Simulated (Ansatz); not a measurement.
Starting cell, ZnO (wurtzite):

```xyz
4
Lattice="3.2796 0.0000 0.0000 -1.6398 2.8402 0.0000 0.0000 0.0000 5.2933" Properties=species:S:1:pos:R:3 pbc="T T T"
Zn     1.6398     0.9467     0.0114
Zn     0.0000     1.8935     2.6580
O      1.6398     0.9467     3.2980
O      0.0000     1.8935     0.6513
```

In this cell atom 4 (O, nearest neighbour Zn at 1.999 Å; its periodic images, 3.3 Å or more away, move with it) is moved by s along Cartesian [111], unit vector (0.577, 0.577, 0.577); all other atoms and the cell stay fixed.

Method: PBE (plane waves to 420 eV, PAW, scalar-relativistic; Ansatz, a program for electronic structure). k mesh 9×9×5 (Γ-centred), Fermi-Dirac smearing 0.05 eV. E stands for the smeared free energy. ZnO was relaxed with its symmetry unable to fall. ΔE is measured from the undisplaced structure.

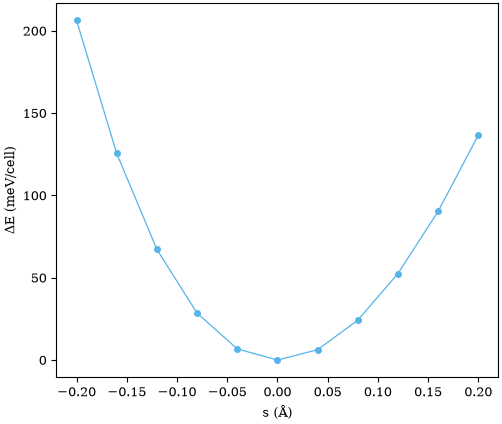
ΔE (meV/cell) against s (Å); one marker a computed point.

Is the energy the same for displacements of ±0.200 Å, and if not, which side lies higher?

Not even: the negative side lies higher at ±0.200 Å.

What is the energy change at s = 0.200 Å?

About 140 meV/cell.

(A displaced cell: forces are minus the slopes of the energy, force constants its curvatures, and phonons follow from these.)
